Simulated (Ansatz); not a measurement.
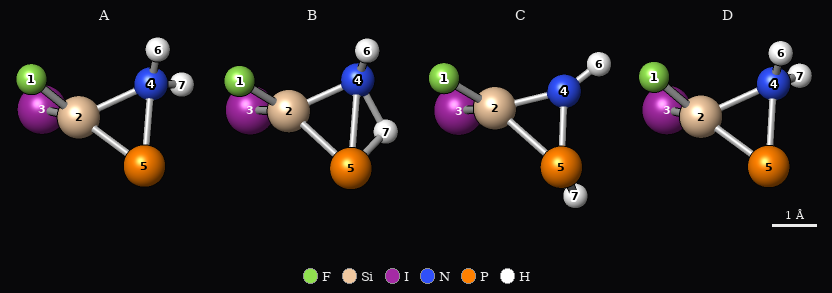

4 geometries from a converged minimum-energy path of SiPNH2IF, shuffled. A ball-and-stick model, seen from a free direction.

These are results of Ansatz 0.2.0, RKS B3LYP-D4/def2-SVP, not measurements. Run with 9 movable images; climbing image; force threshold 0.03 eV/Å; iteration limit 60; starting path through a guess of the saddle point.

### Which frame is the transition state?

B. In order along the path, whose images run from 0 to 10: C (image 0, 0.0 kJ/mol), B (image 5, +192.9 kJ/mol), A (image 9, +30.5 kJ/mol), D (image 10, +24.5 kJ/mol). A hydrogen atom shifts from one atom to another. Breaking: P5–H7 (1.45 → 1.56 at the top → 2.62 Å). Forming: N4–H7 (2.52 → 1.38 at the top → 1.02 Å).

The run took 4.1 min on 2 threads of Intel(R) Xeon(R) 6975P-C (Granite Rapids), with other jobs on the host, peak memory 0.26 GiB.
